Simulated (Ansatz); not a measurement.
Run report: C2H7ClGe, nudged elastic band

- system: C2H7ClGe, SMILES C[CH](Cl)[GeH3]
- method: RKS PBE/def2-mTZVP (Ansatz 0.2.0)

It belongs to a series of runs on one base structure; here: band between the two ends. Figures and captions count atoms from 1; the log counts them from 0 in places.

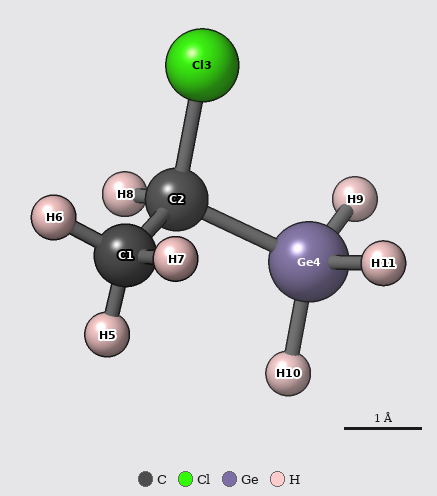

**Figure 1.** The input geometry (ball-and-stick view, seen at a tilt; atoms are numbered from 1 in the order of the input). Sticks mark near contacts. Bond lengths as drawn: C–C 1.52 Å, C–Cl 1.84 Å, C–Ge 1.99 Å, C–H 1.10 Å and Ge–H 1.55 Å.

### Input
```yaml
crystal:
  periodic: [false, false, false]
  atoms:
    - { symbol: C, position_ang: [-0.630441, 1.296043, 0.16066] }
    - { symbol: C, position_ang: [0.511677, 0.391107, -0.261285] }
    - { symbol: Cl, position_ang: [2.01573, 0.7676, 0.73245] }
    - { symbol: Ge, position_ang: [0.121591, -1.554163, -0.061422] }
    - { symbol: H, position_ang: [-1.513735, 1.099305, -0.468379] }
    - { symbol: H, position_ang: [-0.361462, 2.356416, 0.045777] }
    - { symbol: H, position_ang: [-0.914508, 1.128612, 1.209106] }
    - { symbol: H, position_ang: [0.808239, 0.595209, -1.298728] }
    - { symbol: H, position_ang: [1.346113, -2.385584, -0.508026] }
    - { symbol: H, position_ang: [-1.101629, -1.910382, -0.950588] }
    - { symbol: H, position_ang: [-0.216274, -1.840965, 1.420935] }
basis:
  gaussian: { orbitals: def2-mTZVP }
hamiltonian:
  xc: pbe
neb:
  order_check: false
  images: 4
  f_tol: 0.03
  max_iterations: 60
  climbing: false
  final_atoms:
    - { symbol: C, position_ang: [-0.65077182, 1.29189576, 0.12131737] }
    - { symbol: C, position_ang: [0.46236056, 0.37650085, -0.35326091] }
    - { symbol: Cl, position_ang: [2.05881071, 0.87081395, 0.4205224] }
    - { symbol: Ge, position_ang: [0.16451777, -1.55142632, 0.05924948] }
    - { symbol: H, position_ang: [-0.42776936, 2.3439182, -0.11039067] }
    - { symbol: H, position_ang: [-0.81037268, 1.20896076, 1.20558391] }
    - { symbol: H, position_ang: [-1.59310467, 1.0248893, -0.38419956] }
    - { symbol: H, position_ang: [0.63025095, 0.49386999, -1.43190635] }
    - { symbol: H, position_ang: [1.33954834, -2.3924222, -0.49021422] }
    - { symbol: H, position_ang: [-1.16140315, -2.00811482, -0.60971732] }
    - { symbol: H, position_ang: [0.05323435, -1.71568746, 1.59351586] }
  initial_path:
    images:
      - { positions_ang: [[-0.630441, 1.296043, 0.16066], [0.511677, 0.391107, -0.261285], [2.01573, 0.7676, 0.73245], [0.121591, -1.554163, -0.061422], [-1.513735, 1.099305, -0.468379], [-0.361462, 2.356416, 0.045777], [-0.914508, 1.128612, 1.209106], [0.808239, 0.595209, -1.298728], [1.346113, -2.385584, -0.508026], [-1.101629, -1.910382, -0.950588], [-0.216274, -1.840965, 1.420935]] }
      - { positions_ang: [[-0.59838571, 1.27080298, 0.17965016], [0.54470718, 0.39414251, -0.21975466], [1.95189315, 0.70477388, 0.85496455], [0.12839527, -1.51856845, -0.11803081], [-1.43133706, 0.91455578, 0.05919864], [-0.68552216, 2.0355677, -0.25987716], [-0.66110902, 1.54069944, 1.02174975], [0.89776224, 0.63965451, -1.2401874], [1.32365, -2.36484719, -0.51752866], [-1.0787955, -1.81105616, -1.07187605], [-0.32595741, -1.86252701, 1.33219163]] }
      - { positions_ang: [[-0.56633041, 1.24556296, 0.19864032], [0.57773737, 0.39717803, -0.17822431], [1.88805631, 0.64194776, 0.9774791], [0.13519954, -1.4829739, -0.17463961], [-1.34893912, 0.72980656, 0.58677629], [-1.00958232, 1.7147194, -0.56553131], [-0.40771003, 1.95278689, 0.8343935], [0.98728549, 0.68410002, -1.18164681], [1.301187, -2.34411038, -0.52703132], [-1.055962, -1.71173032, -1.1931641], [-0.43564082, -1.88408902, 1.24344826]] }
      - { positions_ang: [[-0.57039658, 1.24473351, 0.1907718], [0.56787408, 0.3942568, -0.1966195], [1.89667245, 0.66259055, 0.91509358], [0.14378489, -1.48242656, -0.15050532], [-1.13174599, 0.9787292, 0.65837395], [-1.09936446, 1.48522835, -0.33356993], [-0.54342936, 1.93204235, 0.51573239], [0.95168788, 0.66383222, -1.20828248], [1.29987407, -2.34547802, -0.52346896], [-1.06791683, -1.73127688, -1.12498997], [-0.38173915, -1.85903351, 1.27796443]] }
      - { positions_ang: [[-0.6105842, 1.26831464, 0.15604459], [0.51511732, 0.38537883, -0.2749402], [1.97774158, 0.76670225, 0.66780799], [0.15415133, -1.51692644, -0.04562792], [-0.77975768, 1.6613237, 0.27399164], [-0.95486857, 1.34709456, 0.43600699], [-1.06826702, 1.47846583, 0.06576641], [0.79096942, 0.5788511, -1.32009441], [1.3197112, -2.36895011, -0.50684159], [-1.11465999, -1.86969585, -0.86735365], [-0.1642524, -1.78736049, 1.43574014]] }
      - { positions_ang: [[-0.65077182, 1.29189576, 0.12131737], [0.46236056, 0.37650085, -0.35326091], [2.05881071, 0.87081395, 0.4205224], [0.16451777, -1.55142632, 0.05924948], [-0.42776936, 2.3439182, -0.11039067], [-0.81037268, 1.20896076, 1.20558391], [-1.59310467, 1.0248893, -0.38419956], [0.63025095, 0.49386999, -1.43190635], [1.33954834, -2.3924222, -0.49021422], [-1.16140315, -2.00811482, -0.60971732], [0.05323435, -1.71568746, 1.59351586]] }
```

Run on 2 threads of Arm Neoverse V1, 24 GiB of memory available, shared host.

Run as:
```bash
ansatz run input.yaml --threads 2 --pin off --max-ram 3072MiB --backend cpu --events-out ev --progress --plain --runs-dir out
```

### Log
```
Engine: ansatz 0.2.0, aarch64-unknown-linux-gnu
Functional definition: PBE
  parameter kappa = 0.804
  parameter beta = 0.06672455060314922
  exchange = pbe_x(kappa = kappa, mu = beta*pi^2/3)
  correlation = pbe_c(beta = beta)
1248 factors; their error is unknown
mean field evaluation 1: about -71201.9414 eV, gradient 7.1e1 eV
mean field evaluation 2: about -71176.1263 eV, gradient 1.2e2 eV
mean field evaluation 4: about -71212.4764 eV, gradient 1.1e1 eV
mean field evaluation 8: about -71212.7471 eV, gradient 2.9e-1 eV
mean field evaluation 16: about -71212.6884 eV, gradient 6.3e-4 eV
mean field -71212.68841775 eV, -2617.0180296583 hartree, gradient 5.8e-5 eV, S^2 0.000000; 0 other end points of the search recorded, 0 dependent functions left out
the calculation of the forces begins
reference -71212.68846203 eV, -2617.0180312856 hartree; 34, 34 occupied and 83, 83 virtual orbitals, 1248 factors
1248 factors; their error is unknown
mean field evaluation 32: about -71212.6884 eV, gradient 9.8e-3 eV
mean field -71212.68842292 eV, -2617.0180298483 hartree, gradient 5.8e-5 eV, S^2 0.000000; 0 other end points of the search recorded, 0 dependent functions left out
[... from here on the field's lines of each further geometry are left out, up to the last ...]
NEB iter   1: max|band force component| = 3.564e2 eV/Å  barrier→ = 114.3718 eV  barrier← = 114.3718 eV  Δτ_max = 0.1935 Å  (172 SCF iters)
NEB iter   2: max|band force component| = 1.136e2 eV/Å  barrier→ = 45.5072 eV  barrier← = 45.5072 eV  Δτ_max = 0.1929 Å  (133 SCF iters)
NEB iter   3: max|band force component| = 7.053e1 eV/Å  barrier→ = 29.3662 eV  barrier← = 29.3662 eV  Δτ_max = 0.2000 Å  (128 SCF iters)
NEB iter   4: max|band force component| = 2.757e1 eV/Å  barrier→ = 15.5782 eV  barrier← = 15.5782 eV  Δτ_max = 0.2000 Å  (122 SCF iters)
NEB iter   5: max|band force component| = 1.388e1 eV/Å  barrier→ = 9.1983 eV  barrier← = 9.1983 eV  Δτ_max = 0.1701 Å  (123 SCF iters)
NEB iter   6: max|band force component| = 8.670e0 eV/Å  barrier→ = 5.3866 eV  barrier← = 5.3866 eV  Δτ_max = 0.1987 Å  (126 SCF iters)
NEB iter   7: max|band force component| = 5.152e0 eV/Å  barrier→ = 2.9480 eV  barrier← = 2.9480 eV  Δτ_max = 0.2000 Å  (122 SCF iters)
NEB iter   8: max|band force component| = 2.837e0 eV/Å  barrier→ = 1.0746 eV  barrier← = 1.0746 eV  Δτ_max = 0.2000 Å  (128 SCF iters)
NEB iter   9: max|band force component| = 4.515e0 eV/Å  barrier→ = 1.0621 eV  barrier← = 1.0621 eV  Δτ_max = 0.0981 Å  (126 SCF iters)
NEB iter  10: max|band force component| = 9.585e-1 eV/Å  barrier→ = 0.2654 eV  barrier← = 0.2654 eV  Δτ_max = 0.0808 Å  (121 SCF iters)
NEB iter  11: max|band force component| = 5.696e-1 eV/Å  barrier→ = 0.1739 eV  barrier← = 0.1739 eV  Δτ_max = 0.0686 Å  (123 SCF iters)
NEB iter  12: max|band force component| = 1.401e-1 eV/Å  barrier→ = 0.1496 eV  barrier← = 0.1496 eV  Δτ_max = 0.0419 Å  (123 SCF iters)
NEB iter  13: max|band force component| = 6.567e-2 eV/Å  barrier→ = 0.1490 eV  barrier← = 0.1490 eV  Δτ_max = 0.0236 Å  (123 SCF iters)
NEB iter  14: max|band force component| = 4.583e-2 eV/Å  barrier→ = 0.1489 eV  barrier← = 0.1489 eV  Δτ_max = 0.0094 Å  (124 SCF iters)
the calculation of the forces begins
reference -71212.54217491 eV, -2617.0126553331 hartree; 34, 34 occupied and 83, 83 virtual orbitals, 1248 factors
1248 factors; their error is unknown
mean field evaluation 608: about -71212.6027 eV, gradient 2.7e-1 eV
mean field -71212.53958839 eV, -2617.0125602802 hartree, gradient 1.1e-5 eV, S^2 0.000000; 1 other end points of the search recorded, 0 dependent functions left out
the calculation of the forces begins
reference -71212.53963246 eV, -2617.0125618998 hartree; 34, 34 occupied and 83, 83 virtual orbitals, 1248 factors
NEB iter  15: max|band force component| = 2.124e-2 eV/Å  barrier→ = 0.1488 eV  barrier← = 0.1488 eV  Δτ_max = 0.0000 Å  (317 SCF iters)
```

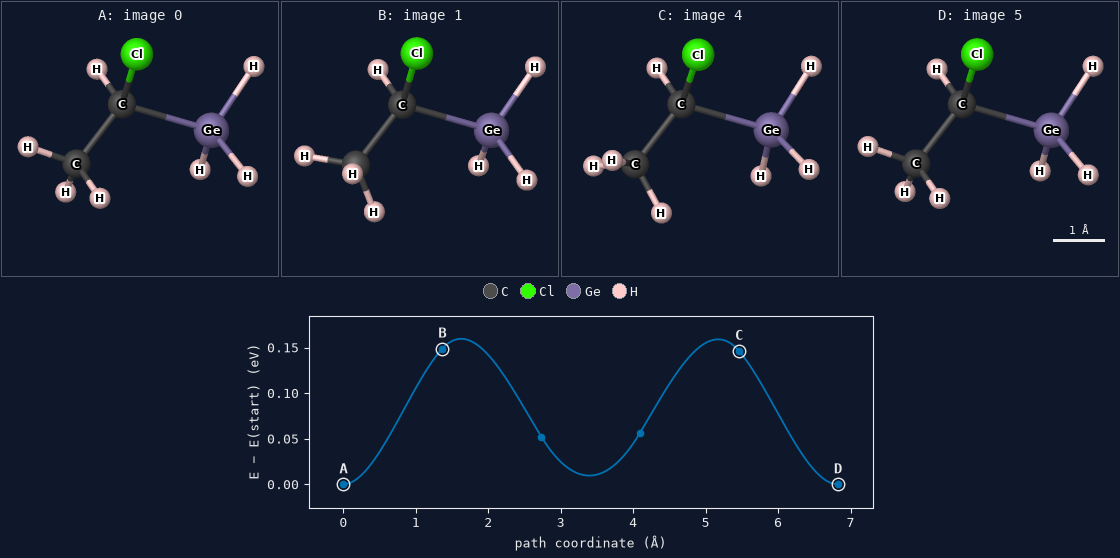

**Figure 2.** Images of the last band (counted from 0; ball-and-stick, seen at a tilt) above the energy along the path; the line is a cubic interpolation that uses the forces. The highest image is number 1, 0.149 eV above the start and 0.149 eV above the end; start and end have the same energy. The path is 6.82 Å long. The band converged in 15 iterations.

```
Total energy: -71212.53963246 eV, -2617.0125618998 hartree
Atom 0 at    -0.631555     1.301948     0.190705 Å, force    -0.000506     0.000326    -0.001341 eV/Å
Atom 1 at     0.538351     0.389798    -0.197794 Å, force    -0.001152    -0.000422    -0.004921 eV/Å
Atom 2 at     2.004649     0.691980     0.877379 Å, force     0.006384     0.009504    -0.018374 eV/Å
Atom 3 at     0.112809    -1.555675    -0.136796 Å, force     0.001063    -0.000785     0.007078 eV/Å
Atom 4 at    -1.588145     0.757906     0.222670 Å, force    -0.009310     0.006483    -0.048493 eV/Å
Atom 5 at    -0.745563     2.132595    -0.519884 Å, force     0.028639     0.031532     0.024677 eV/Å
Atom 6 at    -0.476545     1.734858     1.186739 Å, force    -0.020467    -0.039173     0.023477 eV/Å
Atom 7 at     0.901816     0.623880    -1.205644 Å, force    -0.010471    -0.005275    -0.010584 eV/Å
Atom 8 at     1.363951    -2.391754    -0.491361 Å, force     0.000556    -0.000693     0.004996 eV/Å
Atom 9 at    -1.008444    -1.822271    -1.180027 Å, force    -0.002472    -0.006070     0.013046 eV/Å
Atom 10 at    -0.406023    -1.920067     1.274514 Å, force     0.007736     0.004572     0.010439 eV/Å
Dipole moment:    -0.327607     0.031473    -0.219864 e Å
this run last wrote the band of iteration 15 to [file]
```

### The last band as extended XYZ (Å, eV, eV/Å)
```
11
Properties=species:S:1:pos:R:3:forces:R:3 image=0 energy=-71212.68842
C    -0.6304    1.2960    0.1607    0.0028   0.0075   0.0026
C     0.5117    0.3911   -0.2613    0.0061  -0.0120  -0.0045
Cl    2.0157    0.7676    0.7325   -0.0055  -0.0039   0.0004
Ge    0.1216   -1.5542   -0.0614    0.0071   0.0011  -0.0017
H    -1.5137    1.0993   -0.4684   -0.0025   0.0008  -0.0029
H    -0.3615    2.3564    0.0458   -0.0029   0.0043   0.0015
H    -0.9145    1.1286    1.2091   -0.0008   0.0000   0.0007
H     0.8082    0.5952   -1.2987   -0.0024   0.0003   0.0024
H     1.3461   -2.3856   -0.5080   -0.0005   0.0021   0.0018
H    -1.1016   -1.9104   -0.9506   -0.0037  -0.0016  -0.0002
H    -0.2163   -1.8410    1.4209    0.0022   0.0015  -0.0001
11
Properties=species:S:1:pos:R:3:forces:R:3 image=1 energy=-71212.53959
C    -0.6316    1.3019    0.1907   -0.0005   0.0003  -0.0013
C     0.5384    0.3898   -0.1978   -0.0012  -0.0004  -0.0049
Cl    2.0046    0.6920    0.8774    0.0064   0.0095  -0.0184
Ge    0.1128   -1.5557   -0.1368    0.0011  -0.0008   0.0071
H    -1.5881    0.7579    0.2227   -0.0093   0.0065  -0.0485
H    -0.7456    2.1326   -0.5199    0.0286   0.0315   0.0247
H    -0.4765    1.7349    1.1867   -0.0205  -0.0392   0.0235
H     0.9018    0.6239   -1.2056   -0.0105  -0.0053  -0.0106
H     1.3640   -2.3918   -0.4914    0.0006  -0.0007   0.0050
H    -1.0084   -1.8223   -1.1800   -0.0025  -0.0061   0.0130
H    -0.4060   -1.9201    1.2745    0.0077   0.0046   0.0104
11
Properties=species:S:1:pos:R:3:forces:R:3 image=2 energy=-71212.63592
C    -0.6222    1.2968    0.2025    0.0011  -0.0015   0.0019
C     0.5571    0.3964   -0.1390    0.0014   0.0007   0.0075
Cl    1.8856    0.5520    1.1303   -0.0138  -0.0167   0.0330
Ge    0.0957   -1.5415   -0.2284   -0.0024   0.0013  -0.0114
H    -1.3257    0.8262    0.9038    0.0299   0.0102   0.0698
H    -1.1758    1.5472   -0.7152   -0.0441  -0.0628  -0.0178
H    -0.2836    2.2392    0.6542    0.0180   0.0523  -0.0581
H     1.0364    0.7173   -1.0723    0.0176   0.0106   0.0175
H     1.3418   -2.3695   -0.6179   -0.0021   0.0025  -0.0126
H    -1.0331   -1.7649   -1.2716   -0.0002   0.0086  -0.0152
H    -0.4109   -1.9560    1.1741   -0.0053  -0.0053  -0.0144
11
Properties=species:S:1:pos:R:3:forces:R:3 image=3 energy=-71212.63169
C    -0.6207    1.3027    0.2083    0.0035   0.0016  -0.0022
C     0.5482    0.3910   -0.1420   -0.0061   0.0012  -0.0103
Cl    1.9341    0.6421    1.0435    0.0172   0.0220  -0.0309
Ge    0.0999   -1.5501   -0.1943    0.0024   0.0015   0.0119
H    -0.7712    1.3541    1.2940   -0.0384  -0.0697   0.0247
H    -1.5562    0.9309   -0.2382   -0.0011   0.0224  -0.0740
H    -0.4583    2.3257   -0.1590    0.0418   0.0414   0.0582
H     0.9750    0.6610   -1.1166   -0.0194  -0.0098  -0.0207
H     1.3534   -2.3652   -0.5881    0.0008  -0.0025   0.0154
H    -1.0044   -1.7448   -1.2711   -0.0013  -0.0118   0.0145
H    -0.4344   -2.0042    1.1840    0.0007   0.0038   0.0133
11
Properties=species:S:1:pos:R:3:forces:R:3 image=4 energy=-71212.54213
C    -0.6728    1.2876    0.1279   -0.0203   0.0212   0.0132
C     0.5030    0.3926   -0.2770    0.0004  -0.0068  -0.0029
Cl    2.0174    0.7813    0.7016    0.0070  -0.0083   0.0241
Ge    0.1622   -1.5566   -0.0315    0.0045   0.0045  -0.0085
H    -0.3394    2.1180    0.7642    0.0135   0.0250  -0.0460
H    -1.4518    0.7464    0.6850    0.0234   0.0057   0.0461
H    -1.1452    1.7257   -0.7636   -0.0295  -0.0465  -0.0044
H     0.8056    0.5867   -1.3127    0.0146   0.0060   0.0065
H     1.3347   -2.3852   -0.6065   -0.0016   0.0003  -0.0021
H    -1.1591   -1.9393   -0.7539    0.0021   0.0055  -0.0149
H     0.0109   -1.8140    1.4868   -0.0141  -0.0066  -0.0110
11
Properties=species:S:1:pos:R:3:forces:R:3 image=5 energy=-71212.68842
C    -0.6508    1.2919    0.1213    0.0000   0.0001  -0.0014
C     0.4624    0.3765   -0.3533   -0.0002  -0.0022   0.0054
Cl    2.0588    0.8708    0.4205   -0.0008  -0.0016  -0.0021
Ge    0.1645   -1.5514    0.0592    0.0015   0.0029   0.0016
H    -0.4278    2.3439   -0.1104   -0.0008  -0.0005  -0.0003
H    -0.8104    1.2090    1.2056    0.0010  -0.0003   0.0016
H    -1.5931    1.0249   -0.3842   -0.0002   0.0009   0.0002
H     0.6303    0.4939   -1.4319    0.0001   0.0019  -0.0032
H     1.3395   -2.3924   -0.4902    0.0010  -0.0007   0.0002
H    -1.1614   -2.0081   -0.6097    0.0000  -0.0011  -0.0016
H     0.0532   -1.7157    1.5935   -0.0016   0.0005  -0.0003
```

### Key numbers

```tsv
quantity	value
outcome	converged
barrier, forward	0.149 eV
barrier, backward	0.149 eV
wall time	2.7 min (CPU time 5.2 min)
peak memory	0.17 GiB
```

### Notes

The order of the saddle point was not checked.
